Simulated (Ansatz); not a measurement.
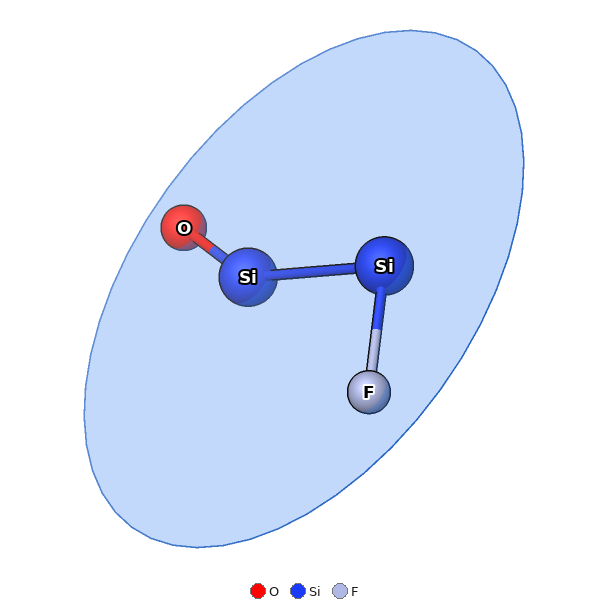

All proper rotation axes (lines) and mirror planes (discs) of the structure are drawn in. Atoms fade into the background with distance from the viewer. The species has charge −1 and is a spin singlet. The computed structure is the end point of a PBE-D4/def2-SVPD optimisation. No frequency run is at hand to confirm it as a minimum.

> Name the symmetry elements and the point group.

It has 1 mirror plane. Point group Cs. The group has 2 operations. The geometry is achiral, and symmetry allows a dipole moment.
